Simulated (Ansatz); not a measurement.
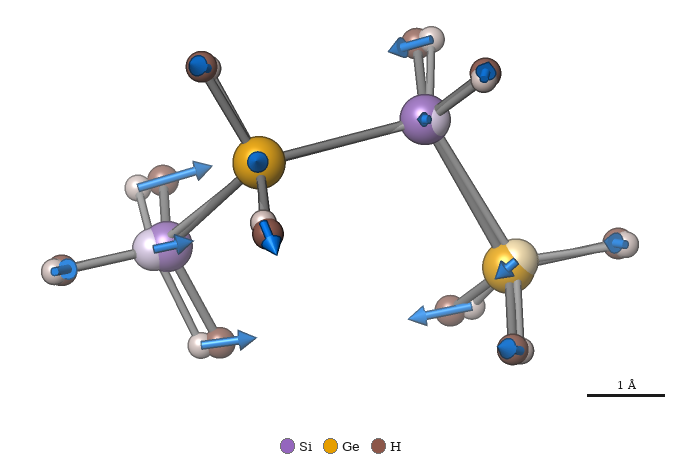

A relaxation of Ge₂Si₂H₁₀. The starting structure is drawn faded, the final one solid; blue arrows show the displacements, 3 times their true length. The two geometries are superimposed by the best rigid fit.

The picture is a ball-and-stick view, seen from a free direction.

The start comes from GFN2-xTB.

Theory: RKS PBE0-D4/def2-TZVP (Ansatz 0.2.0).

Input file:
```yaml
crystal:
  periodic: [false, false, false]
  atoms:
    - {symbol: Si, position_ang: [-2.190860, 0.486140, 1.270360]}
    - {symbol: Ge, position_ang: [-0.360430, -0.969980, 1.085190]}
    - {symbol: Si, position_ang: [1.658950, -0.359870, 0.050760]}
    - {symbol: Ge, position_ang: [1.236610, 0.569610, -2.050840]}
    - {symbol: H, position_ang: [-1.825070, 1.659610, 2.066750]}
    - {symbol: H, position_ang: [-2.588110, 0.947090, -0.061480]}
    - {symbol: H, position_ang: [-3.342850, -0.158760, 1.899880]}
    - {symbol: H, position_ang: [-0.021960, -1.540230, 2.450430]}
    - {symbol: H, position_ang: [-0.830860, -2.249730, 0.418100]}
    - {symbol: H, position_ang: [2.368070, 0.635630, 0.862590]}
    - {symbol: H, position_ang: [2.569600, -1.498740, -0.100020]}
    - {symbol: H, position_ang: [0.381050, 1.804670, -2.038560]}
    - {symbol: H, position_ang: [2.439950, 0.996730, -2.840640]}
    - {symbol: H, position_ang: [0.505900, -0.322170, -3.012530]}
basis:
  gaussian: {orbitals: def2-TZVP}
hamiltonian: {xc: pbe0, dispersion: d4}
relax: {f_tol: 0.005, max_steps: 150}
```

Run as
```bash
ansatz run in.yaml --threads 4 --pin off --events-out ev --progress --plain --max-ram 11315MiB
```

Question: Atoms of which element are displaced furthest, and by how much?

Answer: Hydrogen: up to 0.35 Å, against 0.20 Å for germanium.

Question: Describe the change and its energy.

Answer: After 19 accepted moves (21 points after the start) the energy has fallen by 0.246 eV. Largest force component: 0.79 eV/Å at the start, 0.0023 eV/Å at the end. The line search rejected the trial steps at points 18, 20 of the run. The atom that moves furthest after the best rigid fit is H5 (0.35 Å). Largest moves by element: H 0.35 Å, Ge 0.20 Å, Si 0.18 Å. Some distances before and after: Si3–Ge4 2.336 → 2.379 Å, Ge4–H12 1.503 → 1.538 Å, Ge2–Si3 2.350 → 2.380 Å, Ge2–H8 1.518 → 1.541 Å. Bond angles that change, for instance: Si1–Ge2–Si3 123.0° → 110.2°, H8–Ge2–H9 98.5° → 107.7°, H12–Ge4–H14 102.5° → 108.2°.
